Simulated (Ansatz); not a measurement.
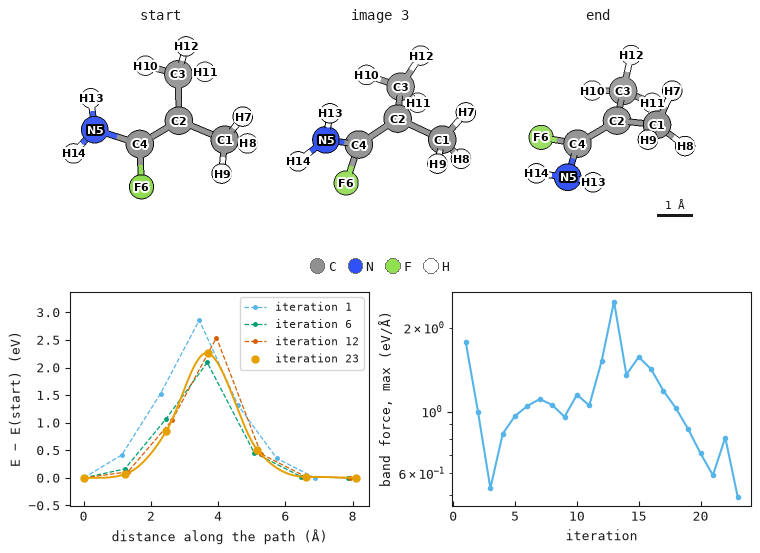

A search for the minimum-energy path of C₄H₈FN by the nudged elastic band. Images are numbered from 0 (start) to 6 (end). The plot follows the band through its iterations. Style: ball-and-stick. Shown at a tilt.

Theory: RKS PBE/def2-SVP (Ansatz 0.2.0).

Input file:
```yaml
crystal:
  periodic: [false, false, false]
  atoms:
    - { symbol: C, position_ang: [-0.82782, -0.756172, 1.396307] }
    - { symbol: C, position_ang: [-0.085436, -0.150614, 0.23451] }
    - { symbol: C, position_ang: [1.381622, -0.471386, 0.114946] }
    - { symbol: C, position_ang: [-0.70821, 0.681893, -0.637675] }
    - { symbol: "N", position_ang: [-0.167293, 1.479512, -1.638152] }
    - { symbol: F, position_ang: [-2.046141, 0.893741, -0.547114] }
    - { symbol: H, position_ang: [-0.369575, -0.461767, 2.367735] }
    - { symbol: H, position_ang: [-0.794264, -1.8683, 1.36156] }
    - { symbol: H, position_ang: [-1.889425, -0.448466, 1.41522] }
    - { symbol: H, position_ang: [1.810902, -0.205815, -0.873524] }
    - { symbol: H, position_ang: [1.556848, -1.560519, 0.256269] }
    - { symbol: H, position_ang: [1.993254, 0.045156, 0.889844] }
    - { symbol: H, position_ang: [0.831117, 1.334751, -1.795537] }
    - { symbol: H, position_ang: [-0.69848, 1.458688, -2.51539] }
basis:
  gaussian: { orbitals: def2-SVP }
hamiltonian:
  xc: pbe
neb:
  order_check: false
  images: 5
  f_tol: 0.5
  max_iterations: 60
  initial_path: idpp
  final_atoms:
    - { symbol: C, position_ang: [-0.79178567, -0.51549449, 1.12164464] }
    - { symbol: C, position_ang: [0.2438808, -0.11873234, 0.10202698] }
    - { symbol: C, position_ang: [1.64870141, -0.61466911, 0.32030594] }
    - { symbol: C, position_ang: [-0.07773344, 0.61603967, -0.99277489] }
    - { symbol: "N", position_ang: [-1.32801672, 0.99483513, -1.46502152] }
    - { symbol: F, position_ang: [0.8881631, 1.01928323, -1.85779371] }
    - { symbol: H, position_ang: [-0.40247863, -0.3684479, 2.153125] }
    - { symbol: H, position_ang: [-1.07277774, -1.59116032, 1.04583195] }
    - { symbol: H, position_ang: [-1.72898038, 0.07498008, 1.04833737] }
    - { symbol: H, position_ang: [2.33139967, -0.29158085, -0.48694682] }
    - { symbol: H, position_ang: [1.68278595, -1.7267711, 0.37150106] }
    - { symbol: H, position_ang: [2.06203526, -0.24685416, 1.28644979] }
    - { symbol: H, position_ang: [-2.09849343, 0.77069401, -0.83318952] }
    - { symbol: H, position_ang: [-1.36960118, 1.96858015, -1.78449727] }
```

Command:
```bash
ansatz run input.yaml --threads 2 --pin off --max-ram 3072MiB --backend cpu --events-out ev --progress --plain --runs-dir out
```

> Judge this run.

The run is converged, with reservations. The band converged in 23 iterations. The largest component of the band force went from 1.8 to 0.5 eV/Å. The climbing image converged on the top of the path. Its curvatures weren't checked. The force threshold is loose. The first iteration put the highest image at 2.86 eV. The barrier is about 2.26 eV in both directions, with image 3 at the top; the ends have the same energy.
